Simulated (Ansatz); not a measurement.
```yaml
atoms:
  - { symbol: Ge, position_ang: [0.0000, 0.0000, -0.0040] }
  - { symbol: N, position_ang: [0.0000, 0.0000, -1.6642] }
  - { symbol: O, position_ang: [0.0000, 0.0000, 1.6683] }
```

Geometry: PBE0-D3(BJ)/def2-SVPD.

These are results of isolated molecule in a Gaussian basis; Kohn-Sham density functional theory, functional PBE0 (Ansatz 0.2.0), not measurements.

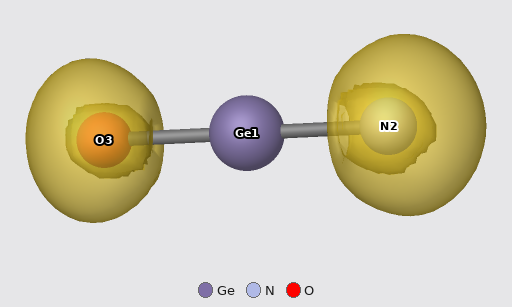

GeNO (SMILES [N]#[Ge][O-]) (charge −1). Isosurface of the electron localisation function at 0.75 (yellow), seen from one side. Core shells and regions of very low density are left out.

> Describe the localisation domains.

The surface consists of one ring or bowl of non-bonding electrons around N and one region wrapped around O (its valence shell). Along the contacts the grid gives the following. Ge–N (1.66 Å): the ELF peaks at about 0.70 in the valence shell of N, 0.6 Å from its nucleus, and is about 0.30 at the midpoint. Ge–O (1.67 Å): the ELF peaks at about 0.75 in the valence shell of O, 0.6 Å from its nucleus, and is about 0.25 at the midpoint.
